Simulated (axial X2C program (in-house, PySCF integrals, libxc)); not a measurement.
# Run report: CoC⁻, relativistic diatomic calculation

- system: CoC⁻, single determinant with Ω = 3.
- method: PBE0, two-component X2C with atomic mean-field Coulomb and Gaunt terms, Co dyall-acv3z, C dyall-av3z (cores contracted) (axial X2C program (in-house, PySCF integrals, libxc))

Input file:
```
{"zs": [27, 6], "q": -1, "bas": ["dyall-acv3z", "dyall-av3z"], "levels": ["PBE0", "HF", "PBE"], "cc": true, "r0": 1.7, "thr": -2.0, "nmax": 90, "npts": 10, "nst": 2, "ntry": 6}
```

The line is the task of a batch: nuclear charges, charge, bases, the levels to run, a first guess of the distance and further settings. This report covers PBE0 with spin-orbit coupling. The log is that of the reference distance 1.712 Å.

Hardware: 1 thread of Intel Xeon (Sapphire Rapids), 288 GiB of memory available, shared host.

The run was one of a batch that the task file lists, launched with:
```bash
python <driver script> task.json out
```

Output:
```
two-component X2C + atomic mean field  PBE0
basis functions 182  fitting functions 949  grid points 5076
iter        total energy     max residual
   1      -1428.644757563     2.24e+00
   2      -1430.606246425     4.80e-02
   3      -1428.181905928     5.19e-01
   4      -1430.568631725     7.74e-02
   5      -1430.639045198     1.13e-02
   6      -1430.640623187     1.71e-02
   7      -1430.643019143     2.56e-03
   8      -1430.643094691     5.78e-04
   9      -1430.643103470     2.56e-04
  10      -1430.643108885     2.12e-04
  11      -1430.643111634     6.23e-05
  12      -1430.643111847     2.90e-05
  13      -1430.643111876     1.33e-05
  14      -1430.643111888     9.42e-06
  15      -1430.643111892     3.70e-06
  16      -1430.643111895     3.00e-06
  17      -1430.643111896     1.00e-06
converged
one-electron -2086.05096294  Coulomb 670.82947654  exact exchange -15.89865856  xc functional -49.19985613  nuclear repulsion 50.07401178  atomic mean-field constant -0.39712258
```

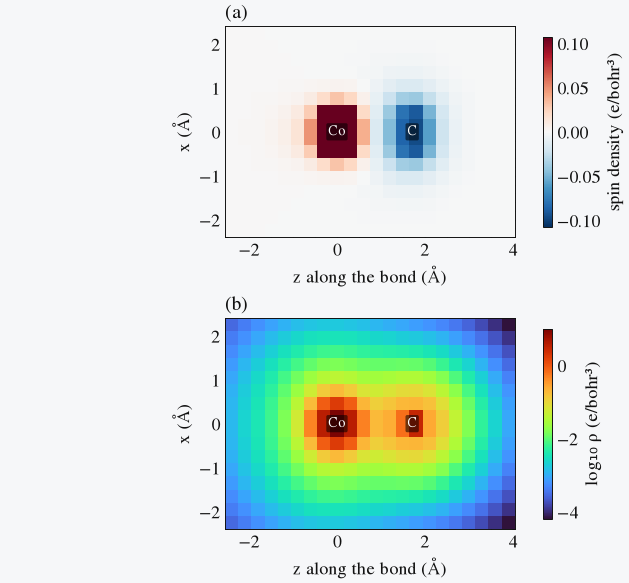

**Figure 1.** (a) spin density; (b) electron density on a logarithmic scale, in a plane that holds the axis, at 1.71 Å, on points 0.3 Å apart (one half computed, the other mirrored); the structure near the nuclei is finer than these points.

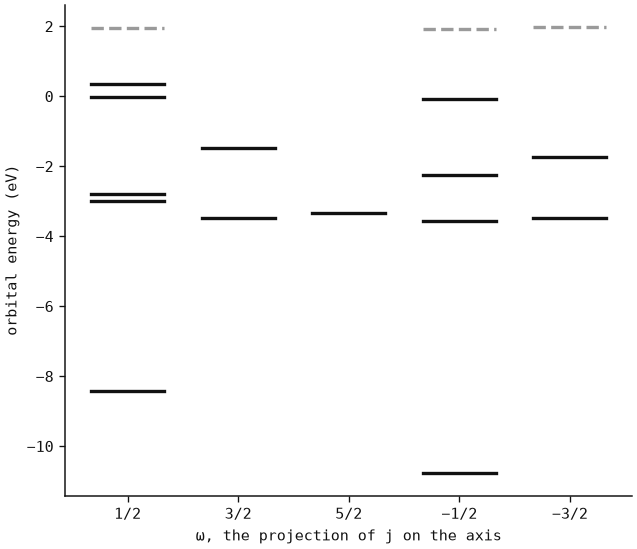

**Figure 2.** Orbital energies near the frontier at 1.71 Å, filled (solid) and empty (dashed). The highest filled spinor (1/2; 43 % C p, 36 % Co d) lies at 0.34 eV, the lowest empty one (−1/2; 96 % Co p, 3 % Co s) at 1.92 eV. A filled level above zero is held only by the finite basis .

What the run reported:

```tsv
quantity	value
outcome	not converged in a step after the SCF shown
wall time	3.2 s
```

What went wrong:

The SCF whose log is shown converged, but a later step did not. The run therefore gave no full result.
